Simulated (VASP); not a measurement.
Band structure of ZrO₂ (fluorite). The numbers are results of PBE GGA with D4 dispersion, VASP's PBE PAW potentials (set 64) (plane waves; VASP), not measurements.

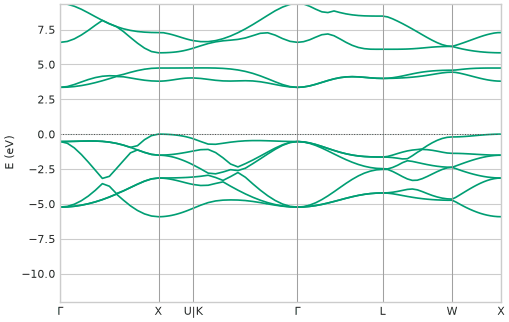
Figure: Bands along high-symmetry lines, zero at the valence-band maximum or, without a gap, the Fermi level

Problem. Read the plot: is there a gap, and where are the band edges?

Solution. The gap is indirect, 3.35 eV, from the valence maximum at X to the conduction minimum at Γ. (Edges off the drawn lines would not show.)

The compound is ZrO2 in the fluorite structure, the high-temperature cubic form, which is unstable at 0 K; the monoclinic form is the stable one. The cell was not relaxed at this level.
